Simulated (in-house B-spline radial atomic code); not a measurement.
# Se²⁺: excited configurations

Wanted: excitation energies of Se²⁺ as differences of total energies (ΔSCF).

Method: scalar-relativistic (spin-free one-electron X2C) HSE06, spin-polarised, spherical density, exact exchange averaged over the configuration, Fermi nucleus, basis-set limit. Code: in-house B-spline radial atomic code version 1.

### 1 The system

- element: selenium (Z = 34)
- charge: +2
- electrons: 32
- configuration: [Ar] 3d10 4s2 4p2
- Hamiltonian: scalar-relativistic (X2C)
- nucleus: Fermi, rms radius 4.140 fm

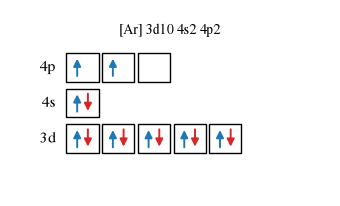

Occupation of the outer shells (arrows by Hund's rule).

Where spins are not typed, each open shell is filled with up spins first.

Settings, as recorded:

```ini
Z = 34
electrons = 32.0
configuration = [Ar] 3d10 4s2 4p2
hamiltonian = x2c
method = hse06
spin_polarised = True
nucleus = fermi
rms_radius = 4.14
mass_number = 80
atomic_mass = 79.916521761
speed_of_light = 137.035999084
exact_exchange = averaged over the configuration
```

This reference run was done before. Its total energy is -2428.470377 hartree, and its levels are (the highest eight at most):

```
orbital  occupation  energy (eV)  <r> (bohr)
3s down           1      -245.19      0.5729
  3p up           3      -183.07      0.5890
3p down           3      -182.75      0.5888
  3d up           5      -80.048      0.6286
3d down           5      -79.750      0.6258
  4s up           1      -40.118       1.699
4s down           1      -37.277       1.693
  4p up           2      -27.370       1.979
```

### 2 Run with [Ne] 3s2 3p5 3d10 4s2 4p2 4d1

Changes to the settings of step 1:

```diff
@@ -2,3 +2,3 @@
 electrons = 32.0
-configuration = [Ar] 3d10 4s2 4p2
+configuration = [Ne] 3s2 3p5 3d10 4s2 4p2 4d1
 hamiltonian = x2c
```

Launch:

```
$ python run_scf.py task.json out
```

One command runs all members of the session, one after another, from task.json.

From the run's result record (rounded, not every field):

```text
{
  "status": "converged",
  "iterations": 10,
  "energy [hartree]": {"total": -2422.08500503, "kinetic": 2479.98105336, "nuclear": -5806.18157672, "coulomb": 990.475175292, "exact_exchange": -20.4772558177, "xc": -65.8824011404},
  "orbitals [hartree, bohr; first row names the columns]": [
    ["name", "occ", "eps", "<r>"],
    ["1s up", 1.0, -463.07375, 0.043666],
    ["1s down", 1.0, -463.03081, 0.043663],
    ["2s up", 1.0, -61.455187, 0.19537],
    ["2s down", 1.0, -61.424847, 0.19532],
    ["2p up", 3.0, -54.224305, 0.17087],
    ["2p down", 3.0, -54.172266, 0.17094],
    ["3s up", 1.0, -9.6918599, 0.56768],
    ["3s down", 1.0, -9.5393176, 0.5688],
    ["3p up", 3.0, -7.3906826, 0.58095],
    ["3p down", 2.0, -7.2837421, 0.58212],
    ["3d up", 5.0, -3.5795223, 0.60518],
    ["3d down", 5.0, -3.4791463, 0.60602],
    ["4s up", 1.0, -1.6976375, 1.6102],
    ["4s down", 1.0, -1.5587069, 1.6049],
    ["4p up", 2.0, -1.1872113, 1.843],
    ["4d up", 1.0, -0.52570616, 2.7185]
  ],
  "sum_r [bohr^k]": {"-1": 172.4832, "1": 21.22251, "2": 29.71898},
  "energy_minus_base [hartree]": 6.38537157
}
```

Wall time 1 s (1 thread, shared host).

energy_minus_base is the energy less that of the reference run.

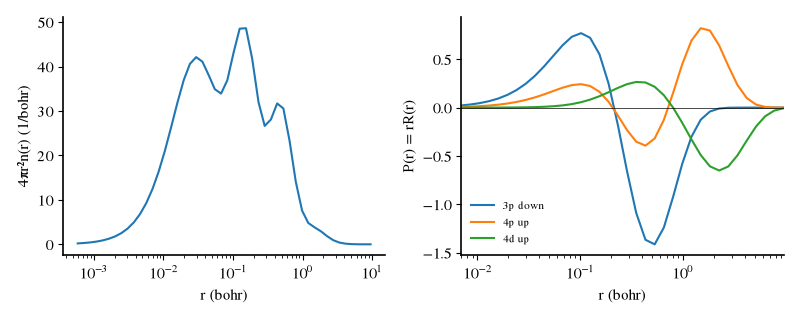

Radial density (left) and the radial functions of 3p down, 4p up, 4d up (right).

On the record's full grid the radial density has clear maxima near r = 0.030, 0.15, 0.43 bohr.

X-ray form factor of the spherical density:

```
sinθ/λ (1/Å)  f (electrons)
           0         32.000
         0.1         30.091
         0.2         26.374
         0.3         22.895
         0.4         19.973
         0.6         15.143
         0.8         11.411
           1          8.891
         1.4          6.414
         1.8          5.237
         2.5          3.627
           4          1.703
           6          1.103
```

### 3 Run with [Ar] 3d10 4s1 4p2 5d1

Changes to the settings of step 2:

```diff
@@ -2,3 +2,3 @@
 electrons = 32.0
-configuration = [Ne] 3s2 3p5 3d10 4s2 4p2 4d1
+configuration = [Ar] 3d10 4s1 4p2 5d1
 hamiltonian = x2c
```

Results of the run:

```text
{
  "status": "converged",
  "iterations": 10,
  "energy [hartree]": {"total": -2427.2645836, "kinetic": 2485.23303047, "nuclear": -5824.52423584, "coulomb": 999.405206127, "exact_exchange": -20.9779973724, "xc": -66.4005869748},
  "orbitals [hartree, bohr; first row names the columns]": [
    ["name", "occ", "eps", "<r>"],
    ["1s up", 1.0, -462.51506, 0.043667],
    ["1s down", 1.0, -462.50237, 0.043667],
    ["2s up", 1.0, -61.036801, 0.19543],
    ["2s down", 1.0, -61.027554, 0.19543],
    ["2p up", 3.0, -53.783249, 0.17096],
    ["2p down", 3.0, -53.77266, 0.17097],
    ["3s up", 1.0, -9.3854997, 0.57285],
    ["3s down", 1.0, -9.3604231, 0.57287],
    ["3p up", 3.0, -7.0926558, 0.58881],
    ["3p down", 3.0, -7.0692741, 0.58793],
    ["3d up", 5.0, -3.3044732, 0.62717],
    ["3d down", 5.0, -3.281014, 0.6217],
    ["4s up", 1.0, -1.77522, 1.6386],
    ["4p up", 2.0, -1.2756965, 1.8636],
    ["5d up", 1.0, -0.27741457, 6.2328]
  ],
  "sum_r [bohr^k]": {"-1": 173.0203, "1": 24.02302, "2": 62.69492},
  "energy_minus_base [hartree]": 1.205793
}
```

Run time: 1 s. Hardware: 1 thread, shared host.

### 4 Configuration [Ar] 3d10 4s1 4p2 5s1

Changes to the settings of step 3:

```diff
@@ -2,3 +2,3 @@
 electrons = 32.0
-configuration = [Ar] 3d10 4s1 4p2 5d1
+configuration = [Ar] 3d10 4s1 4p2 5s1
 hamiltonian = x2c
```

Results of the run:

```text
{
  "status": "converged",
  "iterations": 10,
  "energy [hartree]": {"total": -2427.5444138, "kinetic": 2485.52680552, "nuclear": -5827.97393549, "coulomb": 1002.34871461, "exact_exchange": -20.997348885, "xc": -66.448649566},
  "orbitals [hartree, bohr; first row names the columns]": [
    ["name", "occ", "eps", "<r>"],
    ["1s up", 1.0, -462.41861, 0.043667],
    ["1s down", 1.0, -462.40493, 0.043667],
    ["2s up", 1.0, -60.9435, 0.19543],
    ["2s down", 1.0, -60.933875, 0.19543],
    ["2p up", 3.0, -53.689265, 0.17096],
    ["2p down", 3.0, -53.678687, 0.17098],
    ["3s up", 1.0, -9.2930105, 0.57283],
    ["3s down", 1.0, -9.2663498, 0.57288],
    ["3p up", 3.0, -6.9993209, 0.58891],
    ["3p down", 3.0, -6.9752519, 0.58795],
    ["3d up", 5.0, -3.2112731, 0.62751],
    ["3d down", 5.0, -3.1873951, 0.62183],
    ["4s up", 1.0, -1.6903381, 1.6421],
    ["4p up", 2.0, -1.1919508, 1.8884],
    ["5s up", 1.0, -0.52571387, 3.8799]
  ],
  "sum_r [bohr^k]": {"-1": 173.122, "1": 21.72591, "2": 36.32312},
  "energy_minus_base [hartree]": 0.925962787
}
```

Wall time 0.97 s (1 thread, shared host).

### 5 Run with [Ar] 3d10 4s2 4p1 5p1

Changes to the settings of step 4:

```diff
@@ -2,3 +2,3 @@
 electrons = 32.0
-configuration = [Ar] 3d10 4s1 4p2 5s1
+configuration = [Ar] 3d10 4s2 4p1 5p1
 hamiltonian = x2c
```

Results of the run:

```text
{
  "status": "converged",
  "iterations": 14,
  "energy [hartree]": {"total": -2427.77911885, "kinetic": 2485.78865595, "nuclear": -5828.81188893, "coulomb": 1002.59408373, "exact_exchange": -20.951848748, "xc": -66.3981208451},
  "orbitals [hartree, bohr; first row names the columns]": [
    ["name", "occ", "eps", "<r>"],
    ["1s up", 1.0, -462.40441, 0.043668],
    ["1s down", 1.0, -462.40051, 0.043667],
    ["2s up", 1.0, -60.93181, 0.19543],
    ["2s down", 1.0, -60.929907, 0.19542],
    ["2p up", 3.0, -53.677326, 0.17097],
    ["2p down", 3.0, -53.673398, 0.17097],
    ["3s up", 1.0, -9.2739645, 0.57283],
    ["3s down", 1.0, -9.2673412, 0.57274],
    ["3p up", 3.0, -6.9802773, 0.58873],
    ["3p down", 3.0, -6.9720775, 0.58858],
    ["3d up", 5.0, -3.193486, 0.62645],
    ["3d down", 5.0, -3.1859365, 0.62473],
    ["4s up", 1.0, -1.6422889, 1.6524],
    ["4s down", 1.0, -1.5802362, 1.6508],
    ["4p up", 1.0, -0.96412361, 3.0233],
    ["5p up", 1.0, -0.60296294, 3.4746]
  ],
  "sum_r [bohr^k]": {"-1": 173.1478, "1": 22.23847, "2": 42.16142},
  "energy_minus_base [hartree]": 0.691257744
}
```

Run time: 1.5 s. Hardware: 1 thread, shared host.

### 6 Run with [Ar] 3d10 4s1 4p2 4d1

Changes to the settings of step 5:

```diff
@@ -2,3 +2,3 @@
 electrons = 32.0
-configuration = [Ar] 3d10 4s2 4p1 5p1
+configuration = [Ar] 3d10 4s1 4p2 4d1
 hamiltonian = x2c
```

Results of the run:

```text
{
  "status": "converged",
  "iterations": 10,
  "energy [hartree]": {"total": -2427.56155581, "kinetic": 2485.51794571, "nuclear": -5830.61057187, "coulomb": 1005.05224563, "exact_exchange": -20.9968278269, "xc": -66.5243474535},
  "orbitals [hartree, bohr; first row names the columns]": [
    ["name", "occ", "eps", "<r>"],
    ["1s up", 1.0, -462.3342, 0.043667],
    ["1s down", 1.0, -462.32214, 0.043667],
    ["2s up", 1.0, -60.853533, 0.19543],
    ["2s down", 1.0, -60.843093, 0.19543],
    ["2p up", 3.0, -53.600046, 0.17097],
    ["2p down", 3.0, -53.588676, 0.17097],
    ["3s up", 1.0, -9.2050171, 0.57291],
    ["3s down", 1.0, -9.1795966, 0.57297],
    ["3p up", 3.0, -6.9123717, 0.58886],
    ["3p down", 3.0, -6.8885914, 0.58807],
    ["3d up", 5.0, -3.1249155, 0.62752],
    ["3d down", 5.0, -3.1002497, 0.62224],
    ["4s up", 1.0, -1.6164693, 1.6637],
    ["4p up", 2.0, -1.1314179, 1.9138],
    ["4d up", 1.0, -0.50826688, 2.8409]
  ],
  "sum_r [bohr^k]": {"-1": 173.1992, "1": 20.76174, "2": 29.16027},
  "energy_minus_base [hartree]": 0.908820784
}
```

It took 0.92 s on 1 thread, shared host.

### 7 Run with [Ar] 3d9 4s2 4p3

Changes to the settings of step 6:

```diff
@@ -2,3 +2,3 @@
 electrons = 32.0
-configuration = [Ar] 3d10 4s1 4p2 4d1
+configuration = [Ar] 3d9 4s2 4p3
 hamiltonian = x2c
```

Results of the run:

```text
{
  "status": "converged",
  "iterations": 9,
  "energy [hartree]": {"total": -2426.51044836, "kinetic": 2484.63177165, "nuclear": -5819.99824236, "coulomb": 995.75321357, "exact_exchange": -20.7538092862, "xc": -66.1433819366},
  "orbitals [hartree, bohr; first row names the columns]": [
    ["name", "occ", "eps", "<r>"],
    ["1s up", 1.0, -462.68827, 0.04367],
    ["1s down", 1.0, -462.67783, 0.043669],
    ["2s up", 1.0, -61.300222, 0.19547],
    ["2s down", 1.0, -61.250652, 0.19537],
    ["2p up", 3.0, -54.03837, 0.17101],
    ["2p down", 3.0, -53.990907, 0.17092],
    ["3s up", 1.0, -9.5346703, 0.56791],
    ["3s down", 1.0, -9.441038, 0.56854],
    ["3p up", 3.0, -7.2339615, 0.5812],
    ["3p down", 3.0, -7.1295864, 0.58235],
    ["3d up", 5.0, -3.4368222, 0.6064],
    ["3d down", 4.0, -3.3544508, 0.60628],
    ["4s up", 1.0, -1.6288288, 1.6288],
    ["4s down", 1.0, -1.4589656, 1.6313],
    ["4p up", 3.0, -1.1112627, 1.8717]
  ],
  "sum_r [bohr^k]": {"-1": 172.8891, "1": 20.46354, "2": 25.52197},
  "energy_minus_base [hartree]": 1.95992823
}
```

Wall time 0.77 s (1 thread, shared host).

### 8 All configurations in order

| net move | configuration | 2|M_S|+1 | energy above the reference (eV) | largest <r> (bohr) |
| --- | --- | --- | --- | --- |
| 4p → 5p | [Ar] 3d10 4s2 4p1 5p1 | 3 | 18.810 | 3.47 |
| 4s → 4d | [Ar] 3d10 4s1 4p2 4d1 | 5 | 24.730 | 2.84 |
| 4s → 5s | [Ar] 3d10 4s1 4p2 5s1 | 5 | 25.197 | 3.88 |
| 4s → 5d | [Ar] 3d10 4s1 4p2 5d1 | 5 | 32.811 | 6.23 |
| 3d → 4p | [Ar] 3d9 4s2 4p3 | 5 | 53.332 | 1.87 |
| 3p → 4d | [Ne] 3s2 3p5 3d10 4s2 4p2 4d1 | 5 | 173.75 | 2.72 |

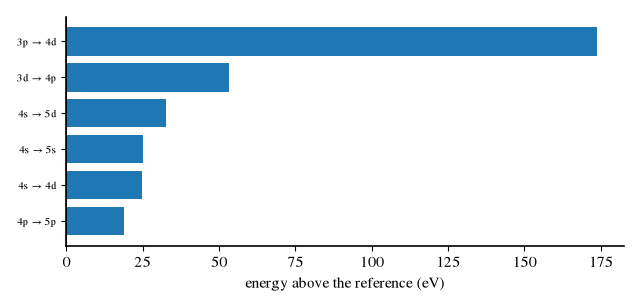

Energy of each configuration above the reference.

The lowest of them is 4p → 5p at 18.810 eV and the highest 3p → 4d at 173.75 eV. 2 of them lie more than 60 % above minus the reference's highest level (27.370 eV), in the range where a state can decay by emitting an electron. Two partly filled shells share a symmetry and can mix in the average, which may lower the energy, for: 4p → 5p. The reference has 2|M_S|+1 = 3; 5 of the configurations differ from it in spin. These are spherical averages at the typed spins, not spectroscopic levels.
